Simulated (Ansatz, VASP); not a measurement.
# BiB in two plane-wave programs

One calculation is typed for both programs; each brings its own data sets and cutoff. How far apart do they land? The cell is generated by rule, not measured, and may not be a known phase. The cell comes out of the VASP series on this material, whose earlier steps may have relaxed, scaled or displaced it; both programs get it as it stands.

Calculated with Ansatz 0.2.0; plane waves, with VASP 6.6.1 beside it; single point at PBE, band structure at PBE, spin-orbit coupling and band structure at PBE.

The structure was built from a prototype and need not be the compound's stable phase.

**1. The starting structure**

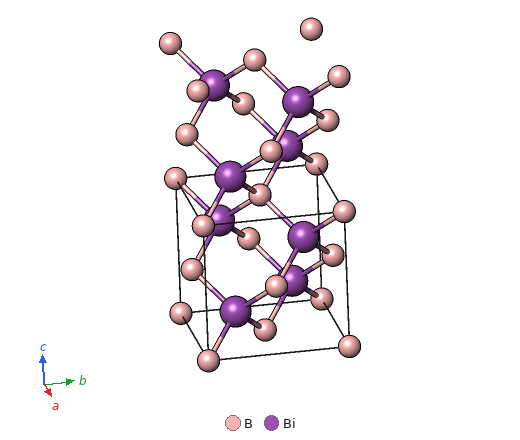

The starting structure, seen slightly off an axis (boron pink, bismuth purple). 1×1×2 cells are drawn. This picture shows the conventional cell, with its axes. Bonds to atoms that aren't drawn are left out. Some periodic images of atoms are drawn too.

Structure file:

```cif
data_structure
_symmetry_space_group_name_H-M 'P 1'
_symmetry_Int_Tables_number 1
_cell_length_a 3.8375
_cell_length_b 3.8375
_cell_length_c 3.8375
_cell_angle_alpha 60.000
_cell_angle_beta 60.000
_cell_angle_gamma 60.000
_cell_volume 39.96
loop_
_atom_site_label
_atom_site_type_symbol
_atom_site_fract_x
_atom_site_fract_y
_atom_site_fract_z
_atom_site_occupancy
B1 B 0.00000 0.00000 0.00000 1
Bi2 Bi 0.25000 0.25000 0.25000 1
```

**2. VASP: single point, PBE**

With cell and atoms fixed, the geometry can't cause a difference; cores, projectors, grids and the points listed under the comparison can.

Lines of VASP's logs that name or quote its potential files are left out, and so is its time.

INCAR reads:

```
SYSTEM = BiB
PREC = Accurate
ENCUT = 420
EDIFF = 1E-08
NELM = 100
ISMEAR = 0
SIGMA = 0.02
LREAL = .FALSE.
ALGO = Normal
GGA = PE
NBANDS = 15
LORBIT = 11
LWAVE = .FALSE.
LCHARG = .FALSE.
KPAR = 4
```

POSCAR reads:

```
BiB
1.0
    0.0000000000      2.7135500000      2.7135500000
    2.7135500000      0.0000000000      2.7135500000
    2.7135500000      2.7135500000      0.0000000000
B Bi
1 1
Direct
    0.0000000000      0.0000000000      0.0000000000
    0.2500000000      0.2500000000      0.2500000000
```

KPOINTS reads:

```
Automatic mesh
0
Gamma
10 10 10
0 0 0
```

KPOINTS_OPT reads:

```
points round the band edges
26
Reciprocal
  0.0000000000   0.0000000000   0.0000000000 1
  0.0000000000   0.0000000000   0.0000000000 1
  0.0000000000  -0.0034549992  -0.0034549992 1
 -0.0000000000   0.0034549992   0.0034549992 1
 -0.0034549992   0.0000000000  -0.0034549992 1
  0.0034549992   0.0000000000   0.0034549992 1
 -0.0034549992  -0.0034549992   0.0000000000 1
  0.0034549992   0.0034549992   0.0000000000 1
  0.0000000000  -0.0129562469  -0.0129562469 1
 -0.0000000000   0.0129562469   0.0129562469 1
 -0.0129562469   0.0000000000  -0.0129562469 1
  0.0129562469   0.0000000000   0.0129562469 1
 -0.0129562469  -0.0129562469   0.0000000000 1
  0.0129562469   0.0129562469   0.0000000000 1
  0.0000000000  -0.0034549992  -0.0034549992 1
 -0.0000000000   0.0034549992   0.0034549992 1
 -0.0034549992   0.0000000000  -0.0034549992 1
  0.0034549992   0.0000000000   0.0034549992 1
 -0.0034549992  -0.0034549992   0.0000000000 1
  0.0034549992   0.0034549992   0.0000000000 1
  0.0000000000  -0.0129562469  -0.0129562469 1
 -0.0000000000   0.0129562469   0.0129562469 1
 -0.0129562469   0.0000000000  -0.0129562469 1
  0.0129562469   0.0000000000   0.0129562469 1
 -0.0129562469  -0.0129562469   0.0000000000 1
  0.0129562469   0.0129562469   0.0000000000 1
```

The projector-augmented-wave data sets are B and Bi_d (PBE family, release 64).

On the command line:

```
$ mpirun -np 4 vasp_std
```

Numbers of over 12 decimals in the logs are rounded to 6 here.

The program printed:

```text
[banner, memory and clock lines left out]
running    4 mpi-ranks, on    1 nodes
 distrk:  each k-point on    1 cores,    4 groups
 distr:  one band on    1 cores,    1 groups

 POSCAR found type information on POSCAR B Bi
 POSCAR found :  2 types and       2 ions
 LDA part: xc-table for (Slater+PW92), standard interpolation
 POSCAR, INCAR and KPOINTS ok, starting setup
 FFT: planning ... GRIDC
 FFT: planning ... GRID_SOFT
 FFT: planning ... GRID
 WAVECAR not read
 entering main loop
       N       E                     dE             d eps       ncg     rms          rms(c)
DAV:   1     0.122870660159E+03    0.12287E+03   -0.90120E+03  1410   0.125E+03
DAV:   2    -0.199734312550E+01   -0.12487E+03   -0.12098E+03  1515   0.321E+02
DAV:   3    -0.957999053830E+01   -0.75826E+01   -0.75552E+01  1788   0.842E+01
DAV:   4    -0.974511411966E+01   -0.16512E+00   -0.16510E+00  1803   0.135E+01
DAV:   5    -0.974961215650E+01   -0.44980E-02   -0.44980E-02  1918   0.190E+00    0.398E+00
DAV:   6    -0.899464101859E+01    0.75497E+00   -0.15370E+00  1836   0.920E+00    0.147E+00
DAV:   7    -0.897212681484E+01    0.22514E-01   -0.20966E-01  1648   0.234E+00    0.757E-01
DAV:   8    -0.897030535111E+01    0.18215E-02   -0.23558E-02  1840   0.161E+00    0.114E-01
DAV:   9    -0.897001031869E+01    0.29503E-03   -0.31098E-03  1919   0.653E-01    0.527E-02
DAV:  10    -0.897012340024E+01   -0.11308E-03   -0.35340E-04  1752   0.169E-01    0.263E-02
DAV:  11    -0.897015591011E+01   -0.32510E-04   -0.83771E-05  1645   0.982E-02    0.789E-03
DAV:  12    -0.897015477005E+01    0.11401E-05   -0.59857E-06  1811   0.213E-02    0.269E-03
DAV:  13    -0.897015519337E+01   -0.42332E-06   -0.11139E-06  1627   0.723E-03    0.606E-04
DAV:  14    -0.897015517496E+01    0.18415E-07   -0.30945E-08  1894   0.126E-03    0.274E-04
DAV:  15    -0.897015517336E+01    0.16012E-08   -0.42344E-09  1223   0.457E-04
   1 F= -.89701552E+01 E0= -.89701552E+01  d E =-.963578E-24
 Start KPOINTS_OPT (optional k-point list driver)
k-point batch [1-26\26]
       N       E                     dE             ncg
DAV:   1     0.967750593030E+03   -0.55345E+03      780
DAV:   2    -0.228297651812E+04   -0.32507E+04      794
DAV:   3    -0.251710697343E+04   -0.23413E+03      920
DAV:   4    -0.252336844369E+04   -0.62615E+01      913
DAV:   5    -0.252355675000E+04   -0.18831E+00     1120
DAV:   6    -0.252356715556E+04   -0.10406E-01     1191
DAV:   7    -0.252356730778E+04   -0.15222E-03     1157
DAV:   8    -0.252356731208E+04   -0.42989E-05     1220
DAV:   9    -0.252356731212E+04   -0.40307E-07      954
DAV:  10    -0.252356731212E+04   -0.11769E-08      901
```

Parts of OUTCAR (step 2):

```text
ion  position               nearest neighbor table
   1  0.000  0.000  0.000-   2 2.35   2 2.35   2 2.35   2 2.35
   2  0.250  0.250  0.250-   1 2.35   1 2.35   1 2.35   1 2.35

  LATTYP: Found a face centered cubic cell.
 ALAT       =     5.4271000000

 Subroutine GETGRP returns: Found 24 space group operations
 (whereof 24 operations were pure point group operations)

The static configuration has the point symmetry T_d .

 Found     47 irreducible k-points:

   k-points           NKPTS =     47   k-points in BZ     NKDIM =     47   number of bands    NBANDS=     15

   dimension x,y,z NGX =    28 NGY =   28 NGZ =   28
   dimension x,y,z NGXF=    56 NGYF=   56 NGZF=   56

   ENCUT  =  420.0 eV  30.87 Ry    5.56 a.u.   6.41  6.41  6.41*2*pi/ulx,y,z

   NELECT =      18.0000    total number of electrons

 k-points in reciprocal lattice and weights: Automatic mesh
   0.00000000  0.00000000  0.00000000       0.001
   0.10000000  0.00000000  0.00000000       0.008
   0.20000000  0.00000000  0.00000000       0.008
   0.30000000  0.00000000  0.00000000       0.008
   0.40000000  0.00000000  0.00000000       0.008
   0.50000000  0.00000000  0.00000000       0.004
   0.10000000  0.10000000  0.00000000       0.006
   0.20000000  0.10000000  0.00000000       0.024
   0.30000000  0.10000000  0.00000000       0.024
[...]
-0.30000000  0.40000000  0.20000000       0.024
  -0.30000000  0.50000000  0.20000000       0.012

 average (electrostatic) potential at core
       1 -26.0175       2-103.6977

 E-fermi :   7.6867

 k-point     1 :       0.0000    0.0000    0.0000
  band No.  band energies     occupation
    ...
      5     -15.5547      2.00000
      6      -6.8593      2.00000
      7       7.5525      2.00000
      8       7.5525      2.00000
      9       7.5525      2.00000
     10       8.0902      0.00000
     11      10.4103      0.00000
     12      10.4103      0.00000
     13      10.4103      0.00000
     14      13.8883      0.00000
    ...

 k-point     2 :       0.1000    0.0000    0.0000
  band No.  band energies     occupation
    ...
      5     -15.5546      2.00000
      6      -6.7259      2.00000
      7       5.9269      2.00000
      8       7.2931      2.00000
      9       7.2931      2.00000
     10       8.7052      0.00000
     11      10.7215      0.00000
     12      10.7215      0.00000
     13      10.7895      0.00000
     14      14.7320      0.00000
    ...

 k-point     3 :       0.2000    0.0000    0.0000
  band No.  band energies     occupation
    ...
      5     -15.5526      2.00000
      6      -6.3350      2.00000
      7       3.8156      2.00000
      8       6.7809      2.00000
      9       6.7809      2.00000
     10       8.5783      0.00000
     11      11.3015      0.00000
     12      11.3015      0.00000
     13      11.8238      0.00000
     14      15.6133      0.00000
    ...

  Total        1.0711070      1.0711070      1.0711070      0.0000000     -0.0000000      0.0000000
  in kB       42.9437483     42.9437483     42.9437483      0.0000000     -0.0000000      0.0000000
  external PRESSURE =      42.9437483 kB  Pullay stress =       0.0000000 kB

  energy-cutoff  :      420.00
  volume of cell :       39.96
      direct lattice vectors                 reciprocal lattice vectors
     0.000000000  2.713550000  2.713550000    -0.184260471  0.184260471  0.184260471
     2.713550000  0.000000000  2.713550000     0.184260471 -0.184260471  0.184260471
     2.713550000  2.713550000  0.000000000     0.184260471  0.184260471 -0.184260471

 POSITION                                       TOTAL-FORCE (eV/Angst)
 -----------------------------------------------------------------------------------
      0.00000      0.00000      0.00000         0.000000      0.000000      0.000000
      1.35678      1.35678      1.35678        -0.000000     -0.000000     -0.000000
 -----------------------------------------------------------------------------------
    total drift:                                0.000000      0.000000      0.000000

  FREE ENERGIE OF THE ION-ELECTRON SYSTEM (eV)
  ---------------------------------------------------
  free  energy   TOTEN  =        -8.9701551734 eV

  energy  without entropy=       -8.9701551734  energy(sigma->0) =       -8.97015517

 total charge
# of ion       s       p       d       tot
------------------------------------------
    1        0.677   1.031   0.000   1.708
    2        1.419   1.636   9.969  13.024
--------------------------------------------------
tot          2.096   2.668   9.969  14.732

[... 3 further parts left out ...]
```

The run ends at a pressure of 4.29 GPa.

**3. Ansatz: single point, PBE**

Ansatz runs on its default PAW (the set named soft_2) files.

The same cell, functional, mesh and smearing now go to Ansatz, which takes its cutoff from its data sets.

input.yaml reads:

```yaml
crystal:
  lattice:
    - [0.0, 2.71355, 2.71355]
    - [2.71355, 0.0, 2.71355]
    - [2.71355, 2.71355, 0.0]
  atoms:
    - { symbol: B, position: [0.0, 0.0, 0.0] }
    - { symbol: Bi, position: [0.25, 0.25, 0.25] }
hamiltonian:
  xc: pbe
  pseudopotentials: { kind: paw }
kpoints:
  mp_grid: { grid: [10, 10, 10] }
scf:
  occupations: { method: gaussian, width: 0.02 }
  n_extra_bands: 4
output:
  forces: true
  stress: true
  eigenvalues: true
  write_density: true
  write_potential: true
  elf: true
  volumetric_format: npy
```

On the command line:

```
$ ansatz run input.yaml --threads 2 --pin off --max-ram 4608MiB --backend cpu --events-out ev --progress --plain --runs-dir out
```

The program printed:

```text
scf.n_extra_bands = 4 over 9 filled bands (N_el = 18.0): the run solves 13 bands
Engine: ansatz 0.2.0, x86_64-unknown-linux-gnu
Pseudopotentials: kind: paw
Pseudopotential: B, paw, valence charge 3, recommended cutoff 420 eV (normal), B.paw.azcp
Pseudopotential: Bi, paw, valence charge 15, recommended cutoff 420 eV (normal), Bi.paw.azcp
Functional definition: PBE
  parameter kappa = 0.804
  parameter beta = 0.066725
  exchange = pbe_x(kappa = kappa, mu = beta*pi^2/3)
  correlation = pbe_c(beta = beta)
Crystal: 2 atoms, lattice volume = 39.962 Å³
Basis set: ecut = 420 eV, 749 PW (Γ), exchange–correlation on 54×54×54 points (8 copies of the dense FFT grid, shifted against one another)
Bands: 13, of which v1, the nominal top of the filled ones, is band 9 counted from 1 (8 counted from 0)
Symmetry: 24 space group operations
Space group: F-43m (ITA 216), of the structure as read, at distance tolerance 3.4e-5 Å
k-points: 47 of 1000 (time reversal used)
Non-local potential: B, projectors of the file, l = 0: 2, l = 1: 2, l = 2: 1
Non-local potential: Bi, projectors of the file, l = 0: 2, l = 1: 2, l = 2: 2, l = 3: 2
PAW form: soft (Blöchl's): semilocal exchange-correlation on the pseudo side does not see the compensation charge
PAW one-centre angular grid: B, 110 points (default); XC on 64 Gauss nodes
PAW one-centre angular grid: Bi, 590 points (default); XC on 64 Gauss nodes
Initial density: superposition of atomic densities (neutral atoms: chi_scale 0, normalization atom), corrected by the library's trained network
Initial wavefunctions: pseudopotential atomic-orbital guess
Functional: x = pbe(κ = 0.804, μ = 0.219515), c = pbe(β = 0.066725)
SCF iter   1: F=—  HF=-12550.850233 eV  |F-HF|=—  |Δ(HF+E_count)|=         —  Δρ=2.11e-3  dr2=2.78e-3  ethr=1.77e-3  ⟨swp⟩=6.0  Hψ=3284  notcnv=0
preconditioner: auto → none  [insulator: Δε(μ)=0.542 eV  Ē_g=19.884 eV  σ=0.020 eV  W_gap=1.00  n_scr=14 (ndim 8)  ℏωp=24.9 eV  f_vac=0.007  D(μ)=0.00/eV (n_scr^D=0)  ε∞_Penn≈2.6]
SCF iter   2: F=—  HF=-12550.849587 eV  |F-HF|=—  |Δ(HF+E_count)|=   6.47e-4  Δρ=9.84e-4  dr2=6.05e-4  ethr=1.55e-5  ⟨swp⟩=2.8  Hψ=1592  notcnv=0
SCF iter   3: F=—  HF=-12550.849517 eV  |F-HF|=—  |Δ(HF+E_count)|=   6.98e-5  Δρ=4.27e-4  dr2=7.09e-5  ethr=3.36e-6  ⟨swp⟩=2.5  Hψ=833  notcnv=0
SCF iter   4: F=—  HF=-12550.849604 eV  |F-HF|=—  |Δ(HF+E_count)|=   8.72e-5  Δρ=9.55e-5  dr2=6.27e-6  ethr=3.94e-7  ⟨swp⟩=2.0  Hψ=799  notcnv=0
iter 5 did not close the SCF: its close was put off for the readings that it lacked (scf_convergence_deferred on its scf_iter line)
SCF iter   5: F=-12550.849603 eV  HF=-12550.849603 eV  |F-HF|=6.67e-9  |Δ(HF+E_count)|=   1.23e-6  Δρ=1.37e-5  dr2=9.17e-8  ethr=3.48e-8  ⟨swp⟩=3.0  Hψ=1034  notcnv=0
SCF iter   6: F=-12550.849603 eV  HF=-12550.849603 eV  |F-HF|=1.59e-8  |Δ(HF+E_count)|=   4.17e-8  Δρ=6.04e-6  dr2=2.00e-8  ethr=5.10e-10  ⟨swp⟩=6.7  Hψ=3762  notcnv=0
SCF 1 converged in 6 iterations: F = -12550.849603 eV  dr2 = 2.00e-8
  greatest PAW one-centre occupation: 0.987 electrons in one spin orbital (limit 2), on the Bi atom at site 1 (counted from 0), in its partial waves of l = 2
SCF converged after 6 iterations
Free energy (F): -12550.849603 eV
Harris-Foulkes:  -12550.849603 eV  (|F-HF|=1.59e-8)
Internal energy: -12550.849603 eV  (E = F + TS)
E sigma→0 (E₀):  -12550.849603 eV
Fermi energy:    11.368610 eV
--- Per-component energies (eV) ---
  E_band       = -81.390828
  E_kinetic    = 349.456975
  E_local      = -1524.840216  (includes V_loc(G=0)·N_el)
  E_nonlocal   = 572.344640
  E_hartree    = 496.415822
  E_xc         = -181.222040
  E_vxc        = -179.927080  (∫ρ·V_xc dr)
  E_paw        = -10743.956031  (= ΣΔE_a)
  E_vpaw       = -291.252168  (= ΣTr[D̂ρ^β])
  E_aug_tail   = -0.000429  (compensation charges beyond the density's cutoff)
  E_ewald      = -1519.048324
  E_smearing   = -0.000000  (= −TS)
  E_closure    = -0.000000  (closes the sum)
  Σ components = -12550.849603   (vs F -12550.849603, Δ=0.00e0)
--- Forces (eV/Å), atoms counted from 1 ---
  atom   1  B      0.00000000     0.00000000     0.00000000
  atom   2  Bi    -0.00000000     0.00000000     0.00000000
  max |Σ_I F_I| component: 2.78e-16 eV/Å
--- Stress (GPa, compression-positive) ---
        4.299128      -0.000000      -0.000000
       -0.000000       4.299128       0.000000
       -0.000000       0.000000       4.299128
  P = ⅓ Tr σ = 4.2991 GPa (42.991 kbar)
--- Band table (eV; the first three rows and the last of 47) ---
  k-point 0: bands = [... 5 lower, -3.3037, 11.0963, 11.0963, 11.0963, 11.6433, 13.9576, 13.9576, 13.9576]
  k-point 1: bands = [... 5 lower, -3.1702, 9.4744, 10.8369, 10.8369, 12.2552, 14.2685, 14.2685, 14.3359]
  k-point 2: bands = [... 5 lower, -2.7789, 7.3635, 10.3250, 10.3250, 12.1284, 14.8480, 14.8480, 15.3691]
  k-point 46: bands = [... 5 lower, -0.0952, 3.4110, 6.4661, 6.8441, 14.1783, 14.4082, 16.9450, 17.5962]
```

It took 1.7 s on 2 threads of Intel Xeon Platinum 8488C (Sapphire Rapids), shared host; peak memory 0.37 GiB.

The column dr2 measures how far the density is from self-consistency, as an energy; F and HF (Harris–Foulkes) agree once it is small.

The run ends at a pressure of 4.30 GPa.

**4. Comparison**

Known differences besides the PAW data sets themselves: VASP leaves aspherical gradient terms in its spheres out (LASPH is not set), Ansatz keeps them. Total energies have different zeros and are not compared.

The two programs side by side:

```
              quantity  Ansatz   VASP  difference
        pressure (GPa)    4.30   4.29        0.00
gap on the k mesh (eV)   0.545  0.538      +0.007
```

Ansatz's pressure holds a Pulay correction of 0.09 GPa; VASP's holds none.

**5. Ansatz: band structure, PBE, spin-orbit coupling**

The same path points are solved in both programs, so levels can be compared one by one.

The cell comes out of the VASP series on this material, whose earlier steps may have relaxed, scaled or displaced it; both programs get it as it stands.

input.yaml reads:

```yaml
crystal:
  lattice:
    - [0.0, 2.71355, 2.71355]
    - [2.71355, 0.0, 2.71355]
    - [2.71355, 2.71355, 0.0]
  atoms:
    - { symbol: B, position: [0.0, 0.0, 0.0] }
    - { symbol: Bi, position: [0.25, 0.25, 0.25] }
hamiltonian:
  xc: pbe
  pseudopotentials: { kind: paw_fr }
magnetization:
  noncollinear: true
  spin_orbit: true
kpoints:
  mp_grid: { grid: [10, 10, 10] }
  band_path:
    path:
      - [0.0, 0.0, 0.0]
      - [0.16667, 0.0, 0.16667]
      - [0.33333, 0.0, 0.33333]
      - [0.5, 0.0, 0.5]
      - [0.5, 0.08333, 0.58333]
      - [0.5, 0.18333, 0.68333]
      - [0.5, 0.25, 0.75]
      - [0.45, 0.3, 0.75]
      - [0.40833, 0.34167, 0.75]
      - [0.35, 0.35, 0.7]
      - [0.225, 0.225, 0.45]
      - [0.075, 0.075, 0.15]
      - [0.03333, 0.03333, 0.03333]
      - [0.23333, 0.23333, 0.23333]
      - [0.4, 0.4, 0.4]
      - [0.51667, 0.46667, 0.51667]
      - [0.55833, 0.38333, 0.55833]
      - [0.60833, 0.28333, 0.60833]
      - [0.60833, 0.25, 0.64167]
      - [0.55833, 0.25, 0.69167]
      - [0.51667, 0.25, 0.73333]
      - [0.5, 0.3, 0.7]
      - [0.5, 0.38333, 0.61667]
      - [0.5, 0.48333, 0.51667]
      - [0.475, 0.475, 0.55]
      - [0.425, 0.425, 0.65]
      - [0.38333, 0.38333, 0.73333]
      - [0.59167, 0.18333, 0.59167]
      - [0.55, 0.1, 0.55]
      - [0.5, 0.0, 0.5]
    npoints: 1
scf:
  occupations: { method: gaussian, width: 0.02 }
  n_extra_bands: 14
output:
  forces: true
  stress: true
  eigenvalues: true
```

The program printed:

```text
[...]
non-collinear run that drives no moment, with spin-orbit: no starting moment large enough to seed its density (crystal.atoms[].spin), no starting occupations that ask for one, no magnetisation constraint and no magnetic field, so the semilocal B_xc is pinned to zero
Crystal: 2 atoms, lattice volume = 39.962 Å³
[...]
k-point 1: bands = [... 14 lower, 10.4270, 10.4270, 11.0329, 11.0597, 12.2305, 12.2305, 13.3368, 13.3368, ... 10 higher]
  k-point 2: bands = [... 14 lower, 9.7888, 9.7888, 10.5628, 10.5998, 12.1173, 12.1173, 14.1048, 14.1048, ... 10 higher]
  k-point 46: bands = [... 14 lower, 5.6570, 6.6956, 6.8603, 7.0625, 14.0556, 14.1504, 14.3087, 14.4910, ... 10 higher]
[key lines of the parts left out:]
SCF converged after 7 iterations
Magnetization: |M| = 0.0000 μB,  M = (+0.0000, +0.0000, +0.0000) μB
Free energy (F): -12592.571723 eV
Fermi energy:    11.455561 eV
P = ⅓ Tr σ = 4.1438 GPa (41.438 kbar)
```

Run time: 10 s. Hardware: 2 threads; peak memory 0.51 GiB.

(Continued in part 2 of 2.)

[Lines on the potential files, build, host, timing and source positions are cut from VASP's logs without a mark.]

[Logs are printed without paths, hosts, clocks, repeated set-up lines and the standing remarks that a program may print on its own settings, such as how far it seeks lower states.]

[Hosts, paths, dates, database ids (printed as entryN), source tags and the programs' standing remarks are cut or masked in the printed files.]
